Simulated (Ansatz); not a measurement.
**B2H4OSi: density, localisation and related maps**

Input

```
crystal:
  periodic: [false, false, false]
  atoms:
    - { symbol: B, position_ang: [-1.23972, 0.75195, -0.45239] }
    - { symbol: B, position_ang: [0.20409, 0.12489, -0.71493] }
    - { symbol: Si, position_ang: [1.05844, -0.78801, 0.78457] }
    - { symbol: O, position_ang: [0.81475, -2.23466, 1.15712] }
    - { symbol: H, position_ang: [-1.41086, 1.83701, -0.03338] }
    - { symbol: H, position_ang: [-2.22742, 0.13232, -0.59569] }
    - { symbol: H, position_ang: [-0.31886, 0.63642, -1.16482] }
    - { symbol: H, position_ang: [1.99423, 0.03767, 1.57754] }
basis:
  gaussian: { orbitals: "6-31G*" }
hamiltonian:
  xc: revpbe
  dispersion: d4
relax:
  f_tol: 0.02
  max_steps: 50
output:
  orbitals: {}
```

Run with:

```sh
ansatz run input.yaml --threads 1 --pin off --max-ram 2048MiB --backend cpu --events-out ev --progress --plain --runs-dir out
```

The fields are those of the run's last geometry, not of the input's.

All numbers below come from Ansatz 0.2.0, RKS revPBE-D4/6-31G*.

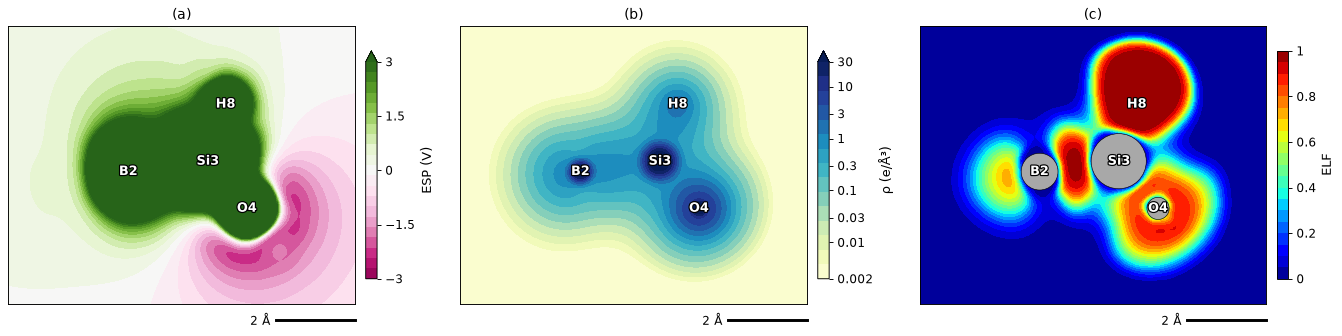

Figure 1. (a) molecular electrostatic potential; (b) electron density; (c) electron localisation function on the plane of atoms O4, Si3 and H8. Grey discs cover the atomic cores in the ELF map.

**What does the map show?**

The section cuts through B, Si, O and H sites. Si–O (1.56 Å): ρ at the midpoint is about 1.3 e/Å³; the ELF peaks at about 0.85 between the atoms; a short, strongly polar bond. Si–B (2.03 Å): ρ is about 0.75 e/Å³ halfway; the ELF peaks at about 1 between the atoms (a shared electron pair). Si–H (1.52 Å): the density is about 0.76 e/Å³ at the midpoint; the ELF climbs to about 1 towards the hydrogen, as it does in any bond to H. The ELF also peaks beside O4, away from the bonds: lone-pair regions. Outside the dense part of the molecule the potential is most negative (−2.2 V) near O4.

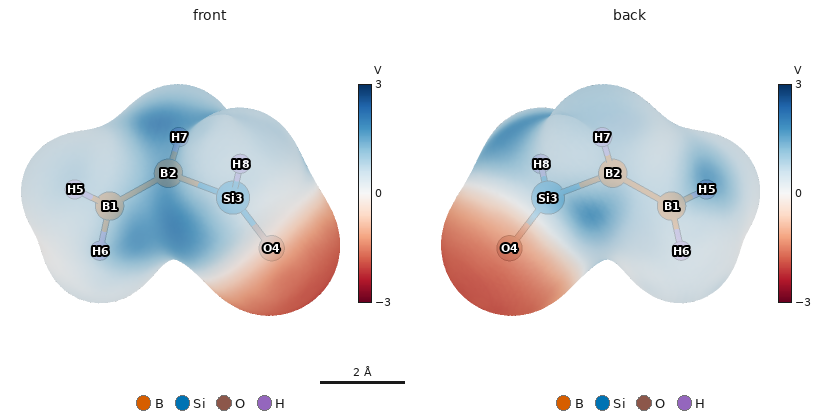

Figure 2. The molecular electrostatic potential painted on the density surface at 0.002 e/bohr³, seen from the front and from behind; red is negative and blue positive.

**Which sites attract a positive test charge, and which a negative one?**

A positive charge is drawn to the negative regions and a negative charge to the positive ones. The most negative region (about −1.9 V) lies over O4, the most positive (about +2.0 V) over B2 and Si3. O4 is the likeliest acceptor of a hydrogen bond.

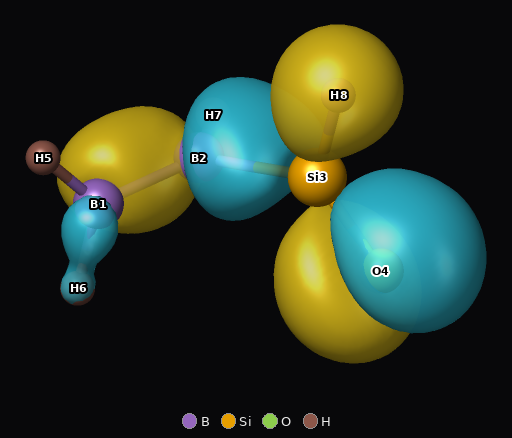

Figure 3. One frontier orbital at ±0.08 Å⁻³ᐟ² (yellow and cyan are the two phases), seen at a tilt.

**Which orbital is it: HOMO or LUMO?**

The HOMO, at −6.08 eV. Its weight (Hirshfeld) is mainly on O4 (about 60 %), Si3 (about 15 %), B2 (about 10 %) and H8 (about 5 %).
